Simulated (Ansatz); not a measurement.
A series of calculations on C2H10OSSi2

**1. Relaxation**

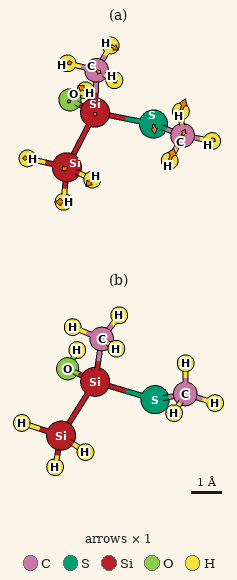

The structure of C2H10OSSi2 before (top) and after (bottom) a relaxation, at one scale. The orange arrows give the displacements, at their true length.

The picture is a ball-and-stick view, seen at a tilt.

The run prepares an end point of a later path (torsion) calculation, from a guessed geometry.

All numbers below come from RKS PBE0-D4/6-31G in Ansatz 0.2.0. Set-up: no spin polarisation; force threshold 0.015 eV/Å; at most 40 steps.

### Describe what moved and what it gained.

Over 15 geometry steps the energy falls by 11.5 kcal/mol. The largest force component goes from 3.4 to 0.012 eV/Å. The atom that moves furthest after the best rigid fit is an H atom (0.58 Å). Largest moves by element: H 0.58 Å, S 0.36 Å, Si 0.24 Å, C 0.24 Å, O 0.15 Å. Near-neighbour distances that change, for instance: S–Si 2.135 → 2.249 Å, O–Si 1.642 → 1.731 Å, C–H 1.039 → 1.090 Å, C–Si 1.939 → 1.900 Å. Among the angles between lasting bonds that change: O–Si–Si 111.7° → 104.5°, C–Si–Si 106.5° → 113.6°, Si–O–H 117.0° → 122.1°. Groups turn about O–Si by about 30°.

**2. Relaxation**

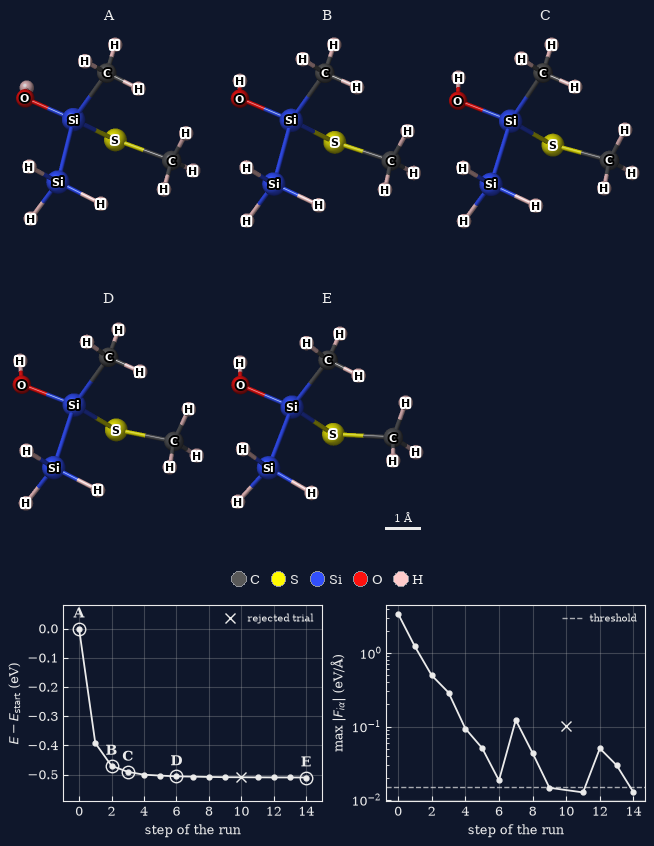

Frames of a relaxation of C2H10OSSi2, marked on the history of the run. The picture is a ball-and-stick view, seen at a tilt.

The run prepares an end point of a later path (torsion) calculation, from a guessed geometry.

The calculation used Ansatz, RKS PBE0-D4/6-31G. Settings: no spin polarisation; force threshold 0.015 eV/Å; at most 40 steps.

Question: Describe the path.

Answer: After 13 accepted moves (14 points after the start) the energy has fallen by 0.510 eV. Largest force component: 3.4 eV/Å at the start, 0.013 eV/Å at the end. The line search rejected the trial step at point 10 of the run. The forces were under the threshold at step 9, but the run went on from there. The largest move after the best rigid fit is that of an H atom, 0.52 Å. By element the largest moves are H 0.52 Å, S 0.33 Å, Si 0.23 Å, C 0.20 Å, O 0.14 Å. Near-neighbour distances that change, for instance: S–Si 2.135 → 2.249 Å, O–Si 1.642 → 1.731 Å, C–H 1.039 → 1.091 Å, H–Si 1.467 → 1.507 Å. Among the angles between lasting bonds that change: C–Si–Si 106.5° → 113.5°, O–Si–Si 111.7° → 104.7°, Si–O–H 117.0° → 122.1°. Groups turn about O–Si by about 30°. From step 0 to 2: an H atom moves most (0.27 Å), energy −0.470 eV. From step 2 to 3: an H atom moves most (0.20 Å), energy −0.020 eV. From step 3 to 6: an H atom moves most (0.14 Å), energy −0.016 eV. From step 6 to 14: H atoms move most (0.25 Å), energy −0.004 eV.

**3. Path**

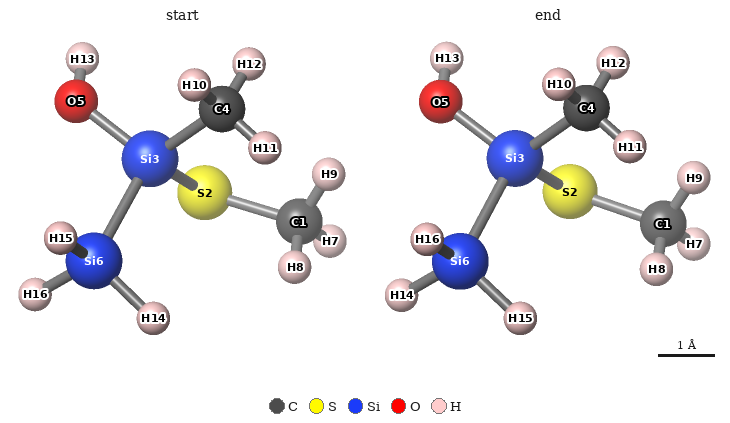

The two relaxed end points of a path for C2H10OSSi2. Style: ball-and-stick. Shown at a tilt.

Level of theory: RKS PBE0-D4/6-31G in Ansatz.

Input
```yaml
crystal:
  periodic: [false, false, false]
  atoms:
    - { symbol: C, position_ang: [-0.59351, -2.335882, -0.697931] }
    - { symbol: S, position_ang: [-1.769495, -0.871181, -0.590739] }
    - { symbol: Si, position_ang: [-0.322671, 0.775957, -0.089544] }
    - { symbol: C, position_ang: [1.273699, 0.492154, -1.080616] }
    - { symbol: O, position_ang: [-1.104707, 2.259115, -0.518677] }
    - { symbol: Si, position_ang: [0.027688, 0.944874, 2.223854] }
    - { symbol: H, position_ang: [-1.217986, -3.204635, -0.906524] }
    - { symbol: H, position_ang: [-0.075044, -2.486957, 0.250748] }
    - { symbol: H, position_ang: [0.122974, -2.200007, -1.508661] }
    - { symbol: H, position_ang: [1.931441, 1.359732, -0.963452] }
    - { symbol: H, position_ang: [1.806337, -0.393391, -0.71925] }
    - { symbol: H, position_ang: [1.057319, 0.360631, -2.14577] }
    - { symbol: H, position_ang: [-1.501676, 2.397926, -1.392607] }
    - { symbol: H, position_ang: [0.56266, -0.374201, 2.717009] }
    - { symbol: H, position_ang: [1.04245, 2.008863, 2.539757] }
    - { symbol: H, position_ang: [-1.262179, 1.244302, 2.926705] }
basis:
  gaussian: { orbitals: "6-31G" }
hamiltonian:
  xc: pbe0
  dispersion: d4
neb:
  order_check: false
  images: 7
  f_tol: 0.05
  max_iterations: 20
  initial_path: idpp
  final_atoms:
    - { symbol: C, position_ang: [-0.40056279, -2.37006833, -0.67926782] }
    - { symbol: S, position_ang: [-1.69708925, -1.00838322, -0.6011071] }
    - { symbol: Si, position_ang: [-0.39238031, 0.75100973, -0.08983904] }
    - { symbol: C, position_ang: [1.20270337, 0.63029454, -1.11521153] }
    - { symbol: O, position_ang: [-1.31114512, 2.16645114, -0.47364993] }
    - { symbol: Si, position_ang: [-0.01124698, 0.89646934, 2.22028688] }
    - { symbol: H, position_ang: [-0.94864738, -3.29163568, -0.87460276] }
    - { symbol: H, position_ang: [0.12428939, -2.45937934, 0.27372899] }
    - { symbol: H, position_ang: [0.30513427, -2.18618218, -1.49009135] }
    - { symbol: H, position_ang: [1.78544116, 1.54887331, -0.99026913] }
    - { symbol: H, position_ang: [1.81701671, -0.21305622, -0.78335424] }
    - { symbol: H, position_ang: [0.97739426, 0.50183074, -2.17888094] }
    - { symbol: H, position_ang: [-1.72415588, 2.29311739, -1.34236929] }
    - { symbol: H, position_ang: [-1.30828864, 1.07095708, 2.95194744] }
    - { symbol: H, position_ang: [0.63905791, -0.38531327, 2.67218272] }
    - { symbol: H, position_ang: [0.91977929, 2.03231496, 2.54479909] }
```

Launched with:
```bash
ansatz run input.yaml --threads 1 --pin off --max-ram 2048MiB --backend cpu --events-out ev --progress --plain --runs-dir out
```

Question: Predict the minimum-energy path and its barrier.

Answer: The barrier is about 0.051 eV in both directions, with image 4 at the top; the ends have the same energy. The motion is a rotation about the Si3–Si6 bond by about 120°. No bond forms or breaks between the ends. Bond angles that change up to the highest image, for instance: Si3–Si6–H14 108.2° → 110.2°. The band converged in 4 iterations, with a climbing image at the top.

Energies of the converged images:

| image | path (Å) | E (eV) |
| --- | --- | --- |
| 0 | 0.00 | 0.000 |
| 1 | 0.61 | 0.009 |
| 2 | 1.22 | 0.027 |
| 3 | 1.83 | 0.045 |
| 4 | 2.44 | 0.051 |
| 5 | 3.05 | 0.042 |
| 6 | 3.67 | 0.024 |
| 7 | 4.28 | 0.007 |
| 8 | 4.90 | 0.000 |

The geometry at the top of the path:

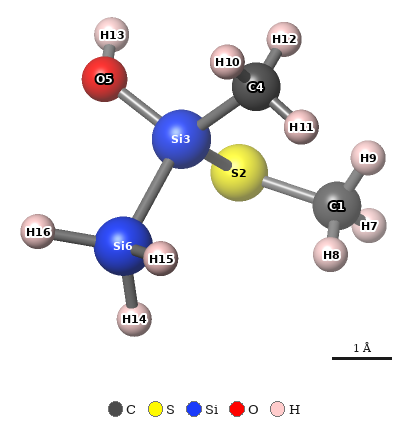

The run took 4.6 min on 1 thread of Arm Neoverse V1 (shared host), peak memory 0.23 GiB.
